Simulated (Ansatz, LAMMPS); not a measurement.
## Molecular dynamics of amorphous Cd13Zn17Se30 (60 atoms)

Aim: follow amorphous Cd13Zn17Se30 (60 atoms) for a short time with forces from DFT, then look at structure and electrons in the last frame.

Program: Ansatz 0.2.0. Level of theory: Kohn-Sham DFT, PBE, PAW (set soft_2, large core), plane waves. Results are calculated unless marked as measured.

## 1. Set-up

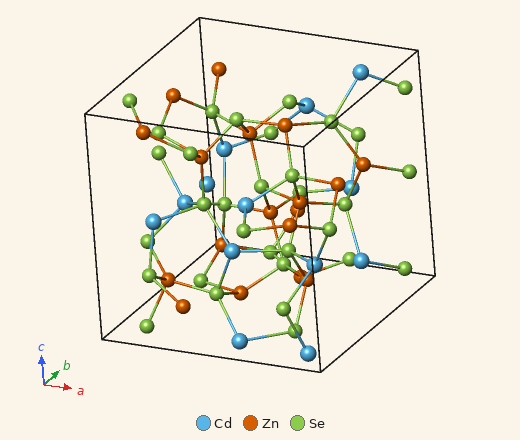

Start, viewed slightly off an axis; cadmium blue, zinc orange, selenium green. Bonds to atoms that aren't drawn are left out. Some periodic images of atoms are drawn too.

The cell holds 60 atoms: 13 Cd, 17 Zn and 30 Se. Cell: a = 11.741 Å, b = 11.741 Å, c = 11.741 Å, α = 90.0°, β = 90.0°, γ = 90.0°. 60 atoms (13 Cd, 17 Zn, 30 Se) placed at random at 5.07 g/cm³, melted at 2500 K for 10 ps at fixed volume with the Stillinger-Weber II-VI potential (Zhou et al., Phys. Rev. B 88, 085309 (2013)). Quenched from 2500 K to 300 K at 5 K/ps and fixed volume, annealed at 800 K for 20 ps, held 5 ps.

Before any run, some limits are plain. The quench rate of 5 K/ps is many orders above laboratory rates, so the cell is likely richer in defects and strain than a real sample. The starting topology of bonds comes from the classical model. Sampling is at Γ alone, for a cell whose shortest periodic width is 12 Å.

## 2. Dynamics at 400 K

A Nosé–Hoover thermostat steers the temperature while disturbing the dynamics little. The time step is 2.0 fs.

input.yaml reads:

```yaml
crystal:
  lattice:
    - [11.7405, 0.0, 0.0]
    - [0.0, 11.7405, 0.0]
    - [0.0, 0.0, 11.7405]
  atoms:
    - { symbol: Cd, position: [0.59733, 0.20467, 0.59457] }
    - { symbol: Cd, position: [0.69845, 0.9015, 0.38832] }
    - { symbol: Cd, position: [0.88588, 0.11268, 0.01874] }
    - { symbol: Cd, position: [0.82944, 0.81973, 0.95524] }
    [... 50 atom lines left out ...]
    - { symbol: Se, position: [0.65446, 0.92303, 0.05653] }
    - { symbol: Se, position: [0.19364, 0.50445, 0.07287] }
    - { symbol: Se, position: [0.32079, 0.86822, 0.06207] }
    - { symbol: Se, position: [0.69554, 0.99758, 0.58394] }
    - { symbol: Se, position: [0.47528, 0.8737, 0.34776] }
    - { symbol: Se, position: [0.99184, 0.17696, 0.55718] }
kpoints:
  mp_grid: { grid: [1, 1, 1] }
hamiltonian:
  xc: pbe
  pseudopotentials: { kind: paw, core: large }
scf:
  occupations: { method: gaussian, width: 0.05 }
output:
  forces: true
md:
  timestep: 2.0
  n_steps: 80
  ensemble: nvt_nose_hoover
  temperature: 400
  initial_velocities: maxwell_boltzmann
  seed: 2376
```

The run is started by

```console
ansatz run input.yaml --threads 4 --pin off --max-ram 8192MiB --backend cpu --events-out ev --progress --plain --runs-dir out
```

It took 16 min on 4 threads of Intel Xeon Platinum 8375C at 2.90GHz (Ice Lake), shared host; peak memory 2.3 GiB; 56 min of CPU time.

The program notes that potentials were chosen by core size and it switched symmetry off.

The trajectory, sampled:

```tsv
time (fs)	T (K)	potential (meV/atom)	conserved (meV/atom)
0.0	400	0.0	0.00
10.0	401	-0.2	0.00
22.0	407	-0.9	0.00
32.0	415	-1.9	0.00
42.0	427	-3.6	0.00
54.0	450	-6.6	0.00
64.0	467	-9.1	-0.01
74.0	473	-10.6	-0.01
86.0	470	-11.2	0.00
96.0	465	-11.8	0.00
106.0	461	-12.8	0.00
118.0	457	-14.5	0.00
128.0	453	-16.0	0.00
138.0	448	-17.5	-0.01
150.0	437	-18.6	-0.01
160.0	424	-18.8	-0.01
```

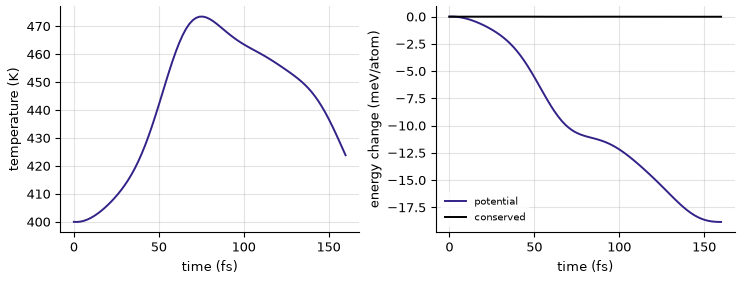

Temperature and energies against time.

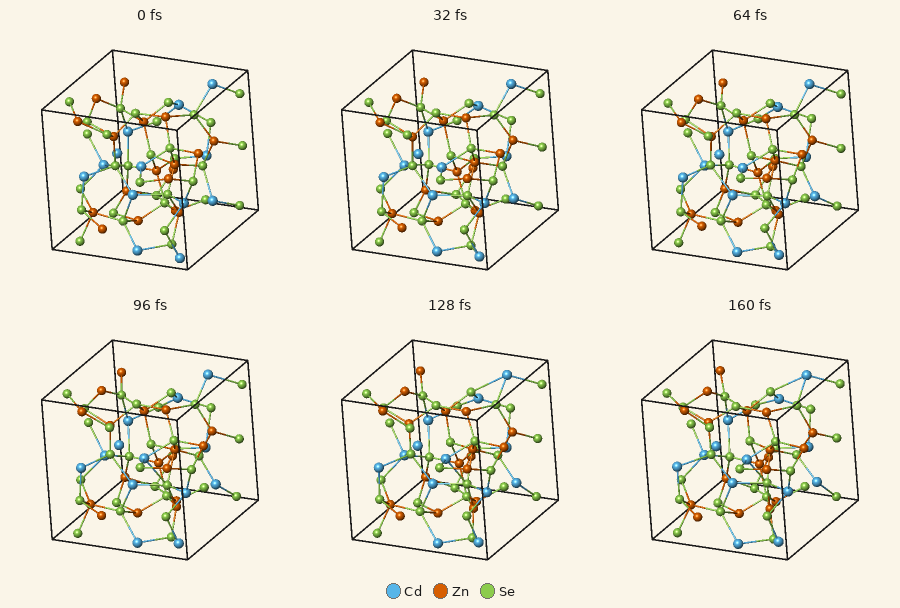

6 frames of the run. Bonds to atoms that aren't drawn are left out.

Mean square displacement from the first frame to the last: Cd 0.20 Å², Zn 0.24 Å², Se 0.12 Å².

Table of mean square displacement by time lag:

```tsv
time lag (fs)	Cd (Å²)	Se (Å²)	Zn (Å²)
2.0	4.8e-5	4.8e-5	6.9e-5
8.0	7.7e-4	7.7e-4	0.00111
14.0	0.00237	0.00233	0.00339
20.0	0.00484	0.00470	0.00688
24.0	0.00696	0.00670	0.00984
30.0	0.0108	0.0103	0.0152
36.0	0.0155	0.0145	0.0216
44.0	0.0229	0.0209	0.0316
50.0	0.0293	0.0263	0.0400
56.0	0.0362	0.0319	0.0491
60.0	0.0412	0.0358	0.0555
66.0	0.0491	0.0418	0.0655
72.0	0.0574	0.0479	0.0759
80.0	0.0691	0.0560	0.0902
```

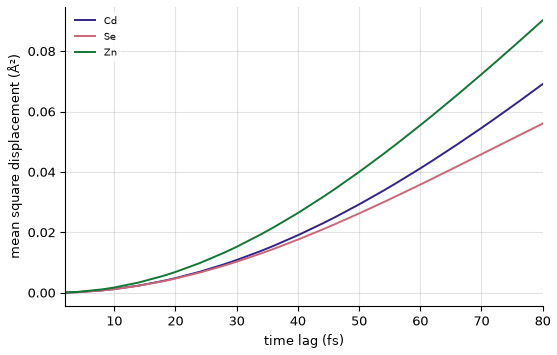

Mean square displacement against time lag.

Over the second half of 160 fs the temperature averages 454 K, falling from about 468 to 435 K (means over the first and last quarter of that half). The conserved energy stays within 0.01 meV/atom. From first frame to last Zn has the largest mean square displacement, 0.24 Å² at the end; the farthest move is 0.93 Å. The count of bonds goes from 110 in the first frame to 113 in the last, by one set of cutoffs: 0 pairs passed out of them and 3 came within. The run spans 0.16 ps, too short for its means to be equilibrium values.

## 3. Local order late in the run

The g(r) is a mean over the second half; what follows it is taken at the last frame.

Density 5.07 g/cm³, 26.97 Å³ an atom.

Mean of 15 frames. Pair distribution functions g(r), in bins of 0.2 Å:

```tsv
r (Å)	total	Se-Se	Se-Zn	Se-Cd	Zn-Zn	Zn-Cd	Cd-Cd
2.20	0.07	0.00	0.25	0.00	0.00	0.00	0.00
2.40	1.94	0.00	6.33	0.69	0.00	0.00	0.00
2.60	2.42	0.00	5.03	4.62	0.00	0.00	0.00
2.80	1.10	0.11	0.88	3.76	0.07	0.00	0.00
3.00	0.43	0.13	0.07	1.40	0.34	0.08	0.84
3.20	0.26	0.16	0.21	0.34	0.55	0.35	0.00
3.40	0.35	0.58	0.15	0.21	0.86	0.38	0.00
3.60	0.72	1.14	0.34	0.56	0.99	0.95	0.46
3.80	1.00	1.26	0.42	0.29	2.97	1.22	2.57
4.00	1.56	2.42	0.33	0.68	3.65	2.30	3.06
4.20	1.60	2.83	0.66	0.74	2.24	2.18	2.00
4.40	1.62	2.32	1.06	1.11	1.27	2.16	2.71
4.60	1.33	1.56	1.67	0.91	0.96	0.90	1.69
4.80	1.08	0.85	1.31	1.28	0.75	0.89	0.96
5.00	0.89	0.73	1.10	1.00	0.38	0.68	1.43
5.20	0.83	0.52	1.00	0.91	0.28	1.32	0.73
5.40	0.64	0.36	0.84	0.85	0.47	0.63	0.29
5.60	0.72	0.72	0.80	0.98	0.41	0.47	0.13
5.80	0.73	0.39	1.01	0.95	0.62	0.62	0.35
```

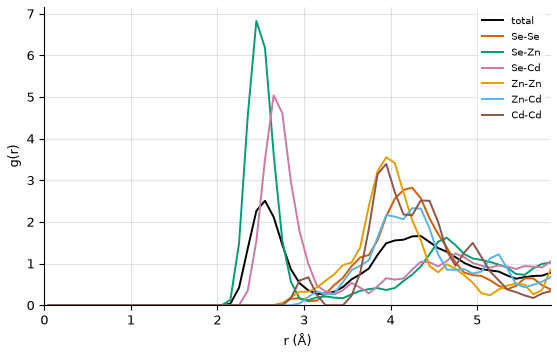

Pair distribution functions, lightly smoothed.

Bonds by pair of elements; cutoffs follow the first minimum of g(r), held within bounds set by covalent radii, and pairs that aren't listed don't count as bonded:

```tsv
pair A-B	cutoff (Å)	bonds	mean length (Å)	spread (Å)	shortest (Å)	B about A	A about B
Se-Zn	3.02	63	2.52	0.131	2.31	2.1	3.71
Se-Cd	3.38	50	2.76	0.176	2.47	1.67	3.85
```

How many atoms have how many bonded neighbours:

```tsv
element	mean	3	4	5
Cd	3.85	3	9	1
Se	3.77	9	19	2
Zn	3.71	5	12	0
```

Bond angles, per cent of each kind in bins of 5°:

```tsv
angle (°)	Se-Zn-Se	Cd-Se-Zn	Se-Cd-Se	Zn-Se-Zn	Cd-Se-Cd
60–65	0.0	0.0	0.0	0.0	2.9
65–70	0.0	1.4	2.7	0.0	0.0
70–75	0.0	2.7	0.0	1.9	0.0
75–80	0.0	1.4	2.7	1.9	0.0
80–85	2.3	1.4	1.4	1.9	5.7
85–90	2.3	4.0	2.7	9.6	11.4
90–95	9.2	9.5	6.9	7.7	11.4
95–100	3.5	10.8	8.2	13.5	14.3
100–105	18.4	8.1	15.1	3.9	20.0
105–110	13.8	16.2	9.6	23.1	11.4
110–115	14.9	9.5	12.3	9.6	0.0
115–120	14.9	9.5	17.8	7.7	5.7
120–125	9.2	2.7	8.2	1.9	5.7
125–130	2.3	5.4	8.2	5.8	2.9
130–135	3.5	1.4	1.4	1.9	2.9
135–140	4.6	5.4	0.0	3.9	2.9
140–145	1.1	4.0	1.4	3.9	0.0
145–150	0.0	1.4	0.0	1.9	2.9
150–155	0.0	5.4	1.4	0.0	0.0
```

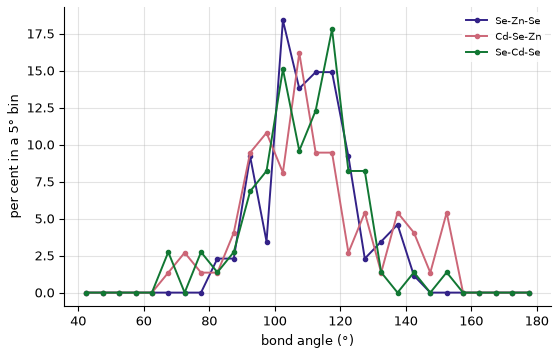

Distributions of the most common bond angles.

Bond angles (no mean is given where the spread exceeds 20°):

```tsv
angle	count	mean (°)	spread (°)
Se-Zn-Se	87	111	12.7
Cd-Se-Zn	74	111	19.4
Se-Cd-Se	73	109	15.4
Zn-Se-Zn	52	108	17
Cd-Se-Cd	35	103	16.6
```

Bond length by coordination (bonds to H left out):

```tsv
element	coordination	atoms	mean bond length (Å)
Cd	3	3	2.77
Cd	4	9	2.74
Cd	5	1	2.92
Se	3	9	2.54
Se	4	19	2.65
Se	5	2	2.68
Zn	3	5	2.52
Zn	4	12	2.52
```

Rings of the network by King's shortest-path rule, up to 12 atoms, one path for each pair of neighbours; H, halogens, alkali and alkaline-earth atoms are left out, and the last column divides by all other atoms, bonded or not:

```tsv
ring size (atoms)	rings	per network atom
4	2	0.033
6	73	1.22
8	32	0.533
10	4	0.067
```

For some of the pairs, g(r) has its first main peak near 4.1 Å (Se-Se), 2.5 Å (Se-Zn) and 2.7 Å (Se-Cd). Counting bonds as in the table, 69 % of Cd atoms have 4, 63 % of Se atoms have 4 and 71 % of Zn atoms have 4 bonded neighbours. The Se-Zn-Se angle averages 111° with a spread of 13°. Rings of 6 atoms are the most common (66 % of those counted); sizes run from 4 to 10.

## 4. Single point at the last frame

The last frame is solved once more, with the analyses that the dynamics left out.

input.yaml reads:

```yaml
crystal:
  lattice:
    - [11.7405, 0.0, 0.0]
    - [0.0, 11.7405, 0.0]
    - [0.0, 0.0, 11.7405]
  atoms:
    - { symbol: Cd, position: [0.6198, 0.23475, 0.56222] }
    - { symbol: Cd, position: [0.70843, 0.90665, 0.37798] }
    - { symbol: Cd, position: [0.87793, 0.11593, 0.06197] }
    - { symbol: Cd, position: [0.79031, 0.81184, 0.94523] }
    [... 50 atom lines left out ...]
    - { symbol: Se, position: [0.64078, 0.94115, 0.07103] }
    - { symbol: Se, position: [0.20885, 0.53732, 0.06236] }
    - { symbol: Se, position: [0.30619, 0.86489, 0.04004] }
    - { symbol: Se, position: [0.69336, 0.00305, 0.60518] }
    - { symbol: Se, position: [0.48812, 0.8657, 0.35568] }
    - { symbol: Se, position: [0.98063, 0.16372, 0.56396] }
kpoints:
  mp_grid: { grid: [1, 1, 1] }
hamiltonian:
  xc: pbe
  pseudopotentials: { kind: paw, core: large }
scf:
  occupations: { method: gaussian, width: 0.05 }
output:
  forces: true
  stress: true
  populations: true
  dos:
    method: { smearing: { sigma: 0.1 } }
    de: 0.1
    projected: { site_lists: { Cd: [Cd], Se: [Se], Zn: [Zn] } }
  eigenvalues: true
  write_density: true
  write_potential: true
  volumetric_format: npy
```

It took 27 s on 4 threads; peak memory 2.1 GiB.

Numbers from this run:

* free energy: -241101.0802 eV
* free energy per atom: -4018.3513 eV/atom
* SCF cycles: 17
* pressure: 0.2154 GPa
* r.m.s. force component: 0.3852 eV/Å
* longest force: 1.701 eV/Å
* Fermi energy: 5.747 eV
* levels partly filled by over 2 per cent: 2
* spilling of the projection: 0.009296

Neighbours are counted within 3.02 Å (Se-Zn), 3.38 Å (Se-Cd), the cutoffs taken from the dynamics.

Length of the force by element and coordination:

```tsv
element	coordination	atoms	mean length of the force (eV/Å)	spread	least	most
Cd	all	13	0.703	0.405	0.197	1.70
Cd	3	3	0.633	0.451	0.197	1.25
Cd	4	9	0.755	0.397	0.366	1.70
Cd	5	1	0.440	0	0.440	0.440
Se	all	30	0.561	0.247	0.116	1.08
Se	3	9	0.501	0.282	0.116	1.02
Se	4	19	0.597	0.235	0.151	1.08
Se	5	2	0.493	0.0092	0.484	0.502
Zn	all	17	0.577	0.266	0.232	1.39
Zn	3	5	0.472	0.0828	0.379	0.597
Zn	4	12	0.621	0.301	0.232	1.39
```

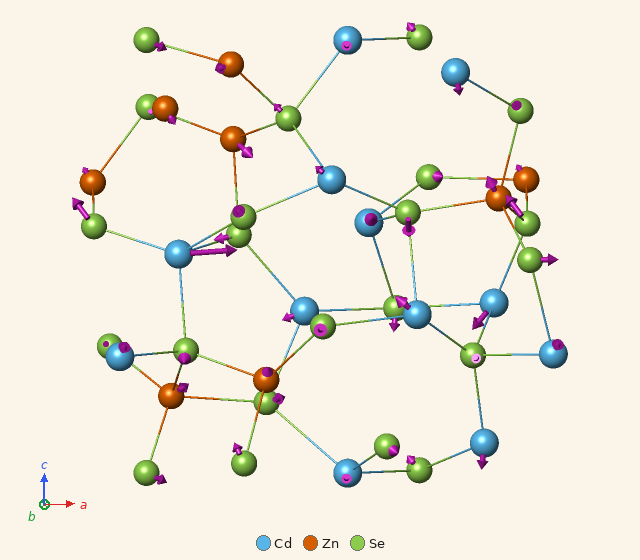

Forces as arrows; the longest in the cell is 1.70 eV/Å. Drawn is a slice 7 Å thick, seen along the normal of the ac plane. Bonds to atoms that aren't drawn are left out.

Löwdin charges by element and coordination (they lack the spilled electrons, 0.100 e an atom on average):

```tsv
element	coordination	atoms	mean charge (e)	spread	least	most
Cd	all	13	1.15	0.0675	0.982	1.23
Cd	3	3	1.04	0.044	0.982	1.08
Cd	4	9	1.18	0.0305	1.14	1.23
Cd	5	1	1.13	0	1.13	1.13
Se	all	30	-0.968	0.0869	-1.05	-0.661
Se	3	9	-0.903	0.132	-1.03	-0.661
Se	4	19	-0.994	0.0289	-1.05	-0.953
Se	5	2	-1.01	0.016	-1.02	-0.993
Zn	all	17	1.18	0.0468	1.07	1.24
Zn	3	5	1.12	0.0334	1.07	1.17
Zn	4	12	1.21	0.017	1.19	1.24
```

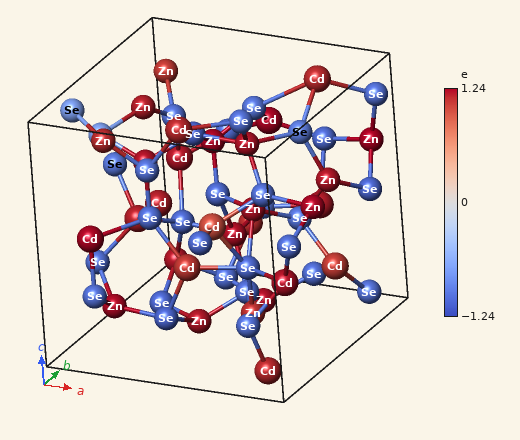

Atoms coloured by Löwdin charge. Bonds to atoms that aren't drawn are left out. Some periodic images of atoms are drawn too.

Density of states as counts of states in windows of 1 eV (from the Fermi level), total and the larger projections:

```tsv
from (eV)	to (eV)	total	Se p	Zn d	Cd d	Zn s
-10	-9	0.5	0.0	0.0	0.5	0.0
-9	-8	120.0	2.7	0.6	115.4	0.2
-8	-7	53.0	1.9	41.2	9.2	0.2
-7	-6	126.5	3.4	121.1	0.6	0.4
-6	-5	10.1	5.7	0.8	0.2	2.4
-5	-4	31.0	19.0	1.5	0.5	4.7
-4	-3	28.5	21.1	0.8	0.4	1.7
-3	-2	40.8	36.0	1.0	0.5	0.5
-2	-1	48.0	42.9	1.1	0.7	0.5
-1	0	21.7	18.4	0.4	0.2	0.6
0	1	4.3	2.5	0.0	0.0	0.2
1	2	15.6	4.5	0.1	0.0	3.2
2	3	27.4	6.8	0.1	0.0	5.5
3	4	27.5	4.7	0.0	0.0	4.2
4	5	32.3	2.7	0.0	0.0	2.2
```

Between -26 and -10 eV lie 60 more states.

About 104 of the 644 electrons lie in deeper levels, below the stored range.

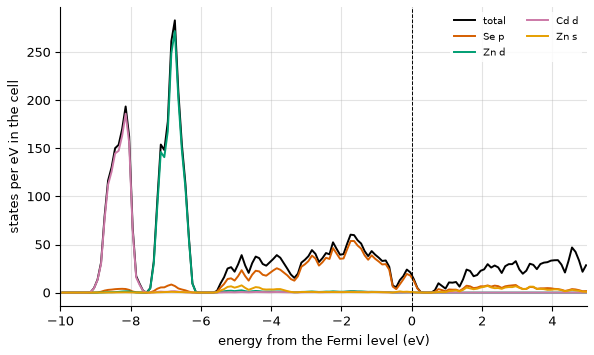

Total and projected density of states, with the broadening of the input.

The levels nearest the highest filled one (over half full), pooled over k-points and spins:

```tsv
level less the highest filled one (eV)	occupation
-0.600	2
-0.592	2
-0.286	2
-0.145	2
-0.0569	2.00
0	1.93
0.127	0.072
0.852	0
1.14	0
1.32	0
1.57	0
1.62	0
```

Mean Löwdin charges: Cd +1.15, Se -0.97, Zn +1.18 e (they miss 0.93 % of the electrons, so they add up to more than the cell's charge). Within 0.4 eV of the Fermi level the largest share is Se p (84 % of the projected weight).

## 5. Results

```json
{
 "mean temperature, second half": "453.9 K",
 "temperature swing, second half": "12.86 K",
 "slope of the conserved energy against time, by least squares": "-0.0431 meV/atom/ps",
 "free energy per atom": "-4018.3513 eV/atom",
 "pressure": "0.2154 GPa",
 "r.m.s. force component": "0.3852 eV/Å",
 "wall time of the 2 DFT runs": "16 min"
}
```

In words: Over the second half of 160 fs the temperature averages 454 K, falling from about 468 to 435 K (means over the first and last quarter of that half). The conserved energy stays within 0.01 meV/atom. The count of bonds goes from 110 in the first frame to 113 in the last, by one set of cutoffs: 0 pairs passed out of them and 3 came within. The run spans 0.16 ps, too short for its means to be equilibrium values. Counting bonds as in the table, 69 % of Cd atoms have 4, 63 % of Se atoms have 4 and 71 % of Zn atoms have 4 bonded neighbours. 2 levels are partly filled by over 2 % (at Γ alone), and the list of levels jumps by 0.72 eV between +0.13 and +0.85 eV: the Fermi level sits among few, sparse states, as at a band edge or among defect levels.

**Limits.** The starting topology of bonds comes from the classical model; in DFT 0 of its 110 bonded pairs passed out of the cutoffs and 3 came within them. The pressure of a single frame lacks the kinetic term, about 0.23 GPa here.

[Logs are printed without paths, hosts, clocks, repeated set-up lines and the standing remarks that a program may print on its own settings, such as how far it seeks lower states.]

[Hosts, paths, dates, database ids (printed as entryN), source tags and the programs' standing remarks are cut or masked in the printed files.]
